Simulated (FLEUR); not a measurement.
# Magnetic state of RbMnF3 from several starts, part 2 of 3

Does RbMnF3 prefer parallel or opposed moments?

FLEUR MaX-R8.1; PBEsol; all-electron FLAPW, Dirac cores, scalar-relativistic bands.

So far. Step 2 (Order 1, typed as ferro +): After 18 cycles the largest moment stands at 4.65 μB.

## 3. Order 2, typed as antiferro q=(0,0,1/2) +-

Another pattern of signs weighs the neighbour shells otherwise.

The cell is doubled to 10 atoms to hold this order. The mesh is halved along the doubled vector, so that both cells sample the same points. The k list default-1 (kpts.xml, not shown) is a Γ-centred 6×6×3 mesh.

Contents of inp.xml:

```
<?xml version="1.0" encoding="UTF-8" standalone="no"?>
<fleurInput fleurInputVersion="0.39">
   <comment>
      RbMnF3
   </comment>
   <calculationSetup>
      <cutoffs Kmax="4.26" Gmax="12.8" GmaxXC="12.8" numbands="0"/>
      <scfLoop itmax="130" minDistance="0.00002" maxIterBroyd="15" imix="Anderson" alpha="0.05" precondParam="0.0" spinf="2.0" sdNocoIR="T"/>
      <coreElectrons ctail="T" frcor="F" kcrel="0" coretail_lmax="0"/>
      <xcFunctional name="PBEs" relativisticCorrections="F"/>
      <magnetism jspins="2"/>
      <soc l_soc="F" theta="0.0" phi="0.0" spav="F"/>
      <expertModes spex="0" secvar="F"/>
      <geometryOptimization l_f="F" forcealpha="1.0" forcemix="BFGS" epsdisp="0.00001" epsforce="0.00001"/>
      <ldaU l_linMix="F" mixParam="0.05" spinf="1.0"/>
   </calculationSetup>
   <cell>
      <bzIntegration valenceElectrons="90.0" mode="hist" fermiSmearingEnergy="0.00293995">
         <kPointListSelection listName="default-1"/>
         <xi:include xmlns:xi="http://www.w3.org/2001/XInclude" href="kpts.xml"> </xi:include>
      </bzIntegration>
      <xi:include xmlns:xi="http://www.w3.org/2001/XInclude" href="sym.xml"> </xi:include>
      <bulkLattice scale="1.0">
         <bravaisMatrix>
            <row-1>    7.9982131745996679     0.0000000000000000     0.0000000000000000</row-1>
            <row-2>    0.0000000000000000     7.9982131745996679     0.0000000000000000</row-2>
            <row-3>    0.0000000000000000     0.0000000000000000    15.9964263491993357</row-3>
         </bravaisMatrix>
      </bulkLattice>
   </cell>
   <atomSpecies>
      <species name="Rubidium (Rb)" element="Rb" atomicNumber="37">
         <mtSphere radius="2.8" gridPoints="925" logIncrement="0.014"/>
         <atomicCutoffs lmax="10" lnonsphr="8"/>
         <electronConfig flipSpins="F">
            <coreConfig>(1s1/2) (2s1/2) (2p1/2) (2p3/2) (3s1/2) (3p1/2) (3p3/2) (3d3/2) (3d5/2)</coreConfig>
            <valenceConfig>(4s1/2) (4p1/2) (4p3/2) (5s1/2)</valenceConfig>
            <stateOccupation state="(5s1/2)" spinUp="0.500000" spinDown="0.500000"/>
         </electronConfig>
         <energyParameters s="5" p="5" d="4" f="4"/>
         <lo type="SCLO" l="0" n="4" eDeriv="0"/>
         <lo type="SCLO" l="1" n="4" eDeriv="0"/>
      </species>
      <species name="Manganese 4.501" element="Mn" atomicNumber="25">
         <mtSphere radius="2.49" gridPoints="823" logIncrement="0.015"/>
         <atomicCutoffs lmax="10" lnonsphr="8"/>
         <electronConfig flipSpins="F">
            <coreConfig>(1s1/2) (2s1/2) (2p1/2) (2p3/2)</coreConfig>
            <valenceConfig>(3s1/2) (3p1/2) (3p3/2) (4s1/2) (3d3/2) (3d5/2)</valenceConfig>
            <stateOccupation state="(3d3/2)" spinUp="1.7505" spinDown="0.2495"/>
            <stateOccupation state="(3d5/2)" spinUp="3.0" spinDown="0.0"/>
         </electronConfig>
         <energyParameters s="4" p="4" d="3" f="4"/>
         <lo type="SCLO" l="0" n="3" eDeriv="0"/>
         <lo type="SCLO" l="1" n="3" eDeriv="0"/>
      </species>
      <species name="Manganese -4.501" element="Mn" atomicNumber="25">
         <mtSphere radius="2.49" gridPoints="823" logIncrement="0.015"/>
         <atomicCutoffs lmax="10" lnonsphr="8"/>
         <electronConfig flipSpins="F">
            <coreConfig>(1s1/2) (2s1/2) (2p1/2) (2p3/2)</coreConfig>
            <valenceConfig>(3s1/2) (3p1/2) (3p3/2) (4s1/2) (3d3/2) (3d5/2)</valenceConfig>
            <stateOccupation state="(3d3/2)" spinUp="0.2495" spinDown="1.7505"/>
            <stateOccupation state="(3d5/2)" spinUp="0.0" spinDown="3.0"/>
         </electronConfig>
         <energyParameters s="4" p="4" d="3" f="4"/>
         <lo type="SCLO" l="0" n="3" eDeriv="0"/>
         <lo type="SCLO" l="1" n="3" eDeriv="0"/>
      </species>
      <species name="Fluorine (F)" element="F" atomicNumber="9">
         <mtSphere radius="1.41" gridPoints="467" logIncrement="0.023"/>
         <atomicCutoffs lmax="6" lnonsphr="4"/>
         <electronConfig flipSpins="F">
            <coreConfig>(1s1/2)</coreConfig>
            <valenceConfig>(2s1/2) (2p1/2) (2p3/2)</valenceConfig>
            <stateOccupation state="(2p1/2)" spinUp="0.833333" spinDown="0.833333"/>
            <stateOccupation state="(2p3/2)" spinUp="1.666667" spinDown="1.666667"/>
         </electronConfig>
         <energyParameters s="2" p="2" d="3" f="4"/>
      </species>
   </atomSpecies>
   <atomGroups>
      <atomGroup species="Rubidium (Rb)">
         <relPos label="                   1">.0000000000 .0000000000 -1.000/4.000</relPos>
         <relPos label="                   2">.0000000000 .0000000000 1.000/4.000</relPos>
         <force calculate="T" relaxXYZ="TTT"/>
      </atomGroup>
      <atomGroup species="Manganese 4.501">
         <relPos label="                   3">1.000/2.000 1.000/2.000 .0000000000</relPos>
         <force calculate="T" relaxXYZ="TTT"/>
      </atomGroup>
      <atomGroup species="Manganese -4.501">
         <relPos label="                   4">1.000/2.000 1.000/2.000 1.000/2.000</relPos>
         <force calculate="T" relaxXYZ="TTT"/>
      </atomGroup>
      <atomGroup species="Fluorine (F)">
         <relPos label="                   5">1.000/2.000 .0000000000 .0000000000</relPos>
         <relPos label="                   9">.0000000000 1.000/2.000 .0000000000</relPos>
         <force calculate="T" relaxXYZ="TTT"/>
      </atomGroup>
      <atomGroup species="Fluorine (F)">
         <relPos label="                   6">1.000/2.000 .0000000000 1.000/2.000</relPos>
         <relPos label="                  10">.0000000000 1.000/2.000 1.000/2.000</relPos>
         <force calculate="T" relaxXYZ="TTT"/>
      </atomGroup>
      <atomGroup species="Fluorine (F)">
         <relPos label="                   7">1.000/2.000 1.000/2.000 -1.000/4.000</relPos>
         <relPos label="                   8">1.000/2.000 1.000/2.000 1.000/4.000</relPos>
         <force calculate="T" relaxXYZ="TTT"/>
      </atomGroup>
   </atomGroups>
   <output dos="F" band="F" slice="F">
      <bandDOS minEnergy="-.5*Htr" maxEnergy="0.5*Htr" sigma="0.015" storeEVData="T"/>
      <plotting iplot="0" polar="F">
         <plot TwoD="T" vec1="  1.0  0.0  0.0" vec2="  0.0  1.0  0.0" vec3="  0.0  0.0  1.0" zero="  0.0  0.0  0.0" file="plot"/>
      </plotting>
      <moessbauerParams electricFieldGradient="F" isomerShift="F" coreHyperfine="F" valenceHyperfine="F"/>
   </output>
</fleurInput>
```

Contents of crystal.txt:

```
RbMnF3
&input film=F cartesian=F /
4.23247214000  0.00000000000  0.00000000000
0.00000000000  4.23247214000  0.00000000000
0.00000000000  0.00000000000  8.46494428000
1.8897261246
1.0 1.0 1.0

10
37 0.00000000000  0.00000000000  0.00000000000
37 0.00000000000  0.00000000000  0.50000000000
25 0.50000000000  0.50000000000  0.25000000000 : 4.501
25 0.50000000000  0.50000000000  0.75000000000 : -4.501
9 0.50000000000  0.00000000000  0.25000000000
9 0.50000000000  0.00000000000  0.75000000000
9 0.50000000000  0.50000000000  0.00000000000
9 0.50000000000  0.50000000000  0.50000000000
9 0.00000000000  0.50000000000  0.25000000000
9 0.00000000000  0.50000000000  0.75000000000

&kpt div1=6 div2=6 div3=3 gamma=T /
```

On the command line:

```console
OMP_NUM_THREADS=1 inpgen -f crystal.txt > inpgen.log  # inp.xml is then edited as shown
OMP_NUM_THREADS=1 mpirun -n 4 fleur_MPI > fleur.log
```

The log of the run:

```text
[banner, memory and clock lines left out]
Welcome to FLEUR        (www.flapw.de)
      MaX-Release 8.1          (www.max-centre.eu)

 ========== k-point set info ==========
 Selected k-point list: default-1
 k-point list type: mesh
 6 x 6 x 3
 Number of k points: 20

 ------------Calculation Setup---------------------------
 Number of PE/node        :            4
 Number of OMP-threads    :            1
 k-points in parallel     :            4
 pe's per k-point         :            1
 No of k-point loops      :            5
 Eigenvalue solver        :       lapack
 Number of basis functions:         1433
 Approximate size of matrices (H+S) per k-point:         0.031 GB
 Iteration:     1   Distance:      12.25550208 me/bohr^3
 Iteration:     2   Distance:      10.69002566 me/bohr^3
 Iteration:     3   Distance:       5.76636288 me/bohr^3
 Iteration:     4   Distance:       4.65887151 me/bohr^3
 Iteration:     5   Distance:       2.23276189 me/bohr^3
 Iteration:     6   Distance:       0.50734170 me/bohr^3
 Iteration:     7   Distance:       0.59067220 me/bohr^3
 Iteration:     8   Distance:       0.10051058 me/bohr^3
 Iteration:     9   Distance:       0.08133637 me/bohr^3
 Iteration:    10   Distance:       0.03596757 me/bohr^3
 Iteration:    11   Distance:       0.01026914 me/bohr^3
 Iteration:    12   Distance:       0.01050148 me/bohr^3
 Iteration:    13   Distance:       0.00431993 me/bohr^3
 Iteration:    14   Distance:       0.00152419 me/bohr^3
 Iteration:    15   Distance:       0.00081402 me/bohr^3
 Iteration:    16   Distance:       0.00075644 me/bohr^3
 Iteration:    17   Distance:       0.00044851 me/bohr^3
 Iteration:    18   Distance:       0.00009708 me/bohr^3
 Iteration:    19   Distance:       0.00004342 me/bohr^3
 Iteration:    20   Distance:       0.00001235 me/bohr^3

 ********************************************************************
 Run finished successfully
 Stop message:
   all done
 ********************************************************************

--- out.xml (last complete iteration) ---
<iteration numberForCurrentRun="   20" overallNumber="   20">
         [... left out ...]
         <bandgap value="1.6260859432" units="eV"/>
         <sumValenceSingleParticleEnergies value="-38.8576583445" units="Htr"/>
         <FermiEnergy value="0.2379131811" units="Htr"/>
         <valenceDensity>
            <mtCharges spin="1">
               <mtCharge atomType="1" total="3.8301279" s="0.9913355" p="2.8047239" d="0.0265550" f="0.0055502"/>
               <mtCharge atomType="2" total="9.1993110" s="1.1270685" p="3.1561690" d="4.8484241" f="0.0442169"/>
               <mtCharge atomType="3" total="4.5842758" s="1.1003090" p="3.1333963" d="0.2836804" f="0.0432927"/>
               <mtCharge atomType="4" total="2.8644431" s="0.8130767" p="2.0491091" d="0.0019446" f="0.0002590"/>
               <mtCharge atomType="5" total="2.8017941" s="0.8067892" p="1.9946611" d="0.0002602" f="0.0000674"/>
               <mtCharge atomType="6" total="2.8324676" s="0.8104075" p="2.0206911" d="0.0011773" f="0.0001558"/>
            </mtCharges>
            <mtCharges spin="2">
               <mtCharge atomType="1" total="3.8301279" s="0.9913355" p="2.8047239" d="0.0265550" f="0.0055502"/>
               <mtCharge atomType="2" total="4.5842758" s="1.1003090" p="3.1333963" d="0.2836804" f="0.0432927"/>
               <mtCharge atomType="3" total="9.1993110" s="1.1270686" p="3.1561690" d="4.8484241" f="0.0442169"/>
               <mtCharge atomType="4" total="2.8017941" s="0.8067892" p="1.9946611" d="0.0002602" f="0.0000674"/>
               <mtCharge atomType="5" total="2.8644431" s="0.8130767" p="2.0491091" d="0.0019446" f="0.0002590"/>
               <mtCharge atomType="6" total="2.8324676" s="0.8104075" p="2.0206911" d="0.0011773" f="0.0001558"/>
            </mtCharges>
            <spinDependentCharge spin="1" total="45.0000000" interstitial="6.5587478" mtSpheres="38.4412522"/>
            <spinDependentCharge spin="2" total="45.0000000" interstitial="6.5587478" mtSpheres="38.4412522"/>
            <totalCharge value="90.0000000000"/>
         </valenceDensity>
         [... left out ...]
         <magneticMomentsInMTSpheres units="muBohr">
            <globalMagMoment atomType="1" vec="0.00000   0.00000   0.00000"/>
            <localMagMoment atomType="1" vec="0.00000   0.00000   0.00000"/>
            <globalMagMoment atomType="2" vec="0.00000   0.00000   4.61504"/>
            <localMagMoment atomType="2" vec="0.00000   0.00000   4.61504"/>
            <globalMagMoment atomType="3" vec="0.00000   0.00000  -4.61504"/>
            <localMagMoment atomType="3" vec="0.00000   0.00000  -4.61504"/>
            <globalMagMoment atomType="4" vec="0.00000   0.00000   0.06265"/>
            <localMagMoment atomType="4" vec="0.00000   0.00000   0.06265"/>
            <globalMagMoment atomType="5" vec="0.00000   0.00000  -0.06265"/>
            <localMagMoment atomType="5" vec="0.00000   0.00000  -0.06265"/>
            <globalMagMoment atomType="6" vec="0.00000   0.00000   0.00000"/>
            <localMagMoment atomType="6" vec="0.00000   0.00000   0.00000"/>
         </magneticMomentsInMTSpheres>
         [... left out ...]
         <totalEnergy value="    -8872.2815984923" units="Htr">
            <sumOfEigenvalues value="    -5127.3022207235">
               <coreElectrons value="-5088.4445623790"/>
               <valenceElectrons value="-38.8576583445"/>
            </sumOfEigenvalues>
            <densityCoulombPotentialIntegral value="-13722.5268886865"/>
            <densityEffectivePotentialIntegral value="-14195.6594927467"/>
            <chargeDenXCDenIntegral value="-361.2038379704"/>
            <FockExchangeEnergyValence value="0.0000000000"/>
            <FockExchangeEnergyCore value="0.0000000000"/>
         [... left out ...]
            <tkbTimesEntropy value="0.0000000000"/>
            <freeEnergy value="-8872.2815984923"/>
            <extrapolationTo0K value="-8872.2815984923"/>
         </totalEnergy>
         <densityConvergence units="me/bohr^3">
            <chargeDensity spin="1" distance="0.0000086762"/>
            <chargeDensity spin="2" distance="0.0000086764"/>
            <overallChargeDensity distance="0.0000123491"/>
            <spinDensity distance="0.0000121907"/>
         </densityConvergence>
      </iteration>
```

Elapsed: 7.2 min, on 4 MPI ranks of Arm Neoverse N1, shared host; peak memory 0.72 GiB.

Spin moment in the muffin-tin sphere by atom:

```csv
atom,spin moment in the muffin-tin sphere (μB)
Rb1,0.00
Rb2,0.00
Mn3,4.62
Mn4,-4.62
F5,0.06
F6,-0.06
F7,0.00
F8,0.00
F9,0.06
F10,-0.06
```

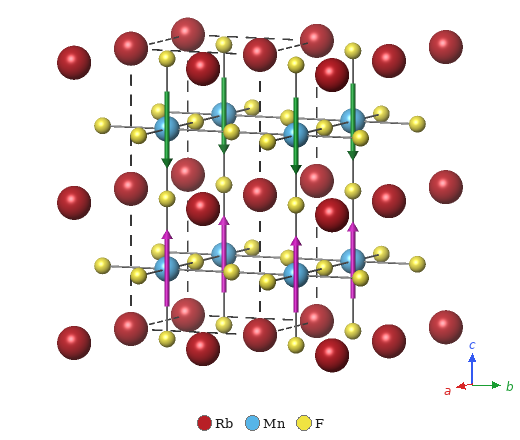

Spin moment in the muffin-tin sphere as arrows, the longest 4.62 μB. Up and down stand for the sign. Arrows give size and sign along the axis of quantisation, drawn up and down the page. The two directions have two colours. 2×2×1 cells are drawn. Some periodic images of atoms are drawn too.

Read from the output:

| Property | Result |
| --- | --- |
| free energy | -241427.0815 eV |
| program's band gap on this mesh (in a metal only a level spacing) | 1.626 eV |
| magnetization | 0 μB |
| final state | antiferromagnetic |

It lies 28.5 meV a seeded atom under the first start, and its largest moment is 4.62 μB against 4.65 μB.

(Continued in part 3 of 3.)

[Logs and program files are shortened in this print: banners, set-up blocks, solver, clock and traceback lines can be left out without a mark of their own.]

[Logs are printed without paths, hosts, clocks, repeated set-up lines and the standing remarks that a program may print on its own settings, such as how far it seeks lower states.]

[Hosts, paths, dates, database ids (printed as entryN), source tags and the programs' standing remarks are cut or masked in the printed files.]

[Where a cell is said to come from a database of computed structures, the database is the Materials Project.]
